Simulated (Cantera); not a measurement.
Feed: 1 mol AlN, 0.49 mol O₂, 61 mol H₂, equilibrated at 3300 Pa.

These are equilibrium values from Cantera (NASA tables, ideal gas, pure condensed phases), not measurements of a reactor. Candidate condensed phases: Al, AlN, Al₂O₃, H₂O; 35 gas species. Mutual solubility and eutectic melting of coexisting phases are not modelled. The tables' values for AlOH are old estimates; treat these amounts as uncertain. Condensed phases not in the tables: aluminium oxynitride. Kinetics and transport are ignored.

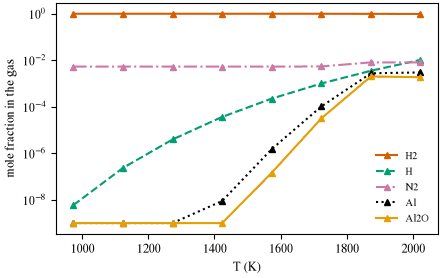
*Equilibrium gas composition (values under 1e-9 drawn at 1e-9)*

From 973 K to 1723 K the condensed part is AlN(s) + Al₂O₃(s). From 1873 K to 2023 K the condensed part is Al₂O₃(s).
